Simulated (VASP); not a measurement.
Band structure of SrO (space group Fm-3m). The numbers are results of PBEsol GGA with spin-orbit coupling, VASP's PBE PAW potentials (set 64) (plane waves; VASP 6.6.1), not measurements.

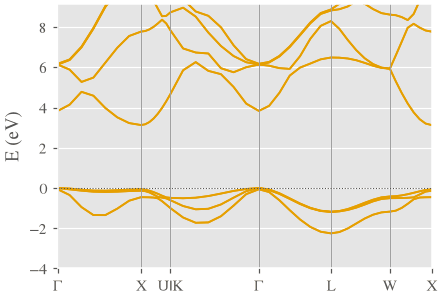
Fig. 1. Bands along high-symmetry lines, zero at the valence-band maximum or, without a gap, the Fermi level

Task: Read the plot: is there a gap, and where are the band edges?

Result: The gap is indirect, 3.13 eV, from the valence maximum at Γ to the conduction minimum at X.

The structure comes from a measured SrO entry (Fm-3m) of the Crystallography Open Database, whose conditions weren't checked. It was relaxed first.
